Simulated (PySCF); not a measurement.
C3H12N2OSi2

Input

```
{"job": {"kind": "nmr", "xc": "PBE0", "basis": "pcSseg-1"}, "charge": 0, "multiplicity": 1}
C      3.051976     0.535443     0.241000
C      1.555264     0.518267     0.471176
O      1.052861     1.060412     1.444446
N      0.824746    -0.117610    -0.450427
Si    -0.950532    -0.204804    -0.343083
C     -1.343942    -2.059049    -0.539689
N     -1.382043     0.465546    -1.893331
Si    -1.464597     0.898252     1.619552
H      3.423937    -0.480413     0.123150
H      3.545796     1.007016     1.086005
H      3.276364     1.096196    -0.664779
H      1.325328    -0.521391    -1.226406
H     -2.414654    -2.226563    -0.490589
H     -0.887066    -2.650955     0.247369
H     -0.995501    -2.444830    -1.493783
H     -1.175872     1.439646    -2.057681
H     -2.311089     0.271388    -2.231730
H     -0.984396     0.255590     2.837775
H     -1.203266     2.335516     1.572498
H     -2.948463     0.833022     1.745491
```

Command:

```sh
OMP_NUM_THREADS=1 python probes_run.py task.json out
```

Geometry: GFN2-xTB.

Method: PBE0/pcSseg-1, SCF density, gas phase, non-relativistic (PySCF).

Question: Predict the electron density and electron localisation function between the atoms.

Answer: C–O (1.22 Å): the density is about 3.2 e/Å³ at the midpoint; the ELF peaks at about 0.85 between the atoms: a short, multiple covalent bond.
C–N (1.34 Å): ρ is about 2.4 e/Å³ halfway; the ELF peaks at about 0.90 between the atoms, as expected for a covalent bond.
C–C (1.51 Å): ρ at the midpoint is about 1.7 e/Å³; the ELF peaks at about 0.95 between the atoms: a shared electron pair.
Si–Si (2.31 Å): ρ at the midpoint is about 0.7 e/Å³; the ELF peaks at about 1 between the atoms: a shared electron pair.

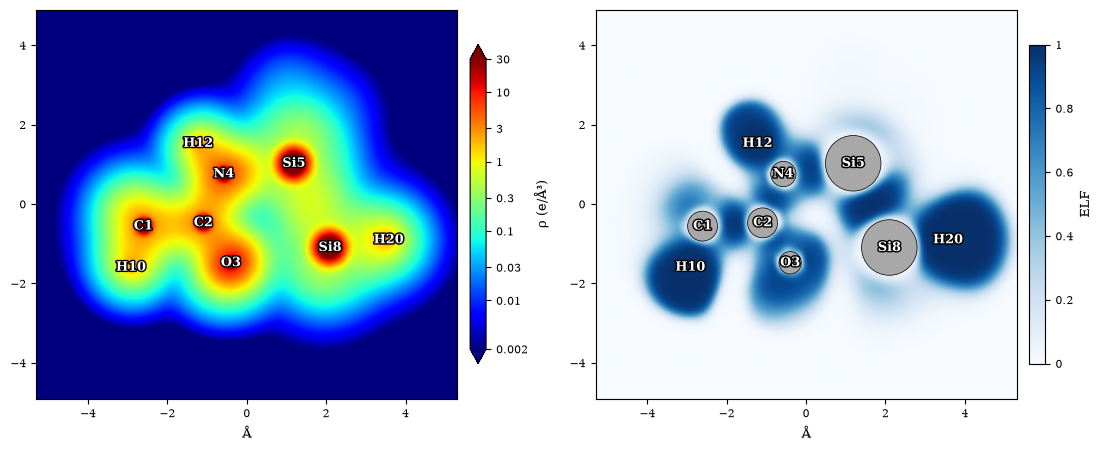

Computed electron density and electron localisation function on the plane of atoms C1, C2 and O3, in this order. Grey discs cover the atomic cores in the ELF map. 
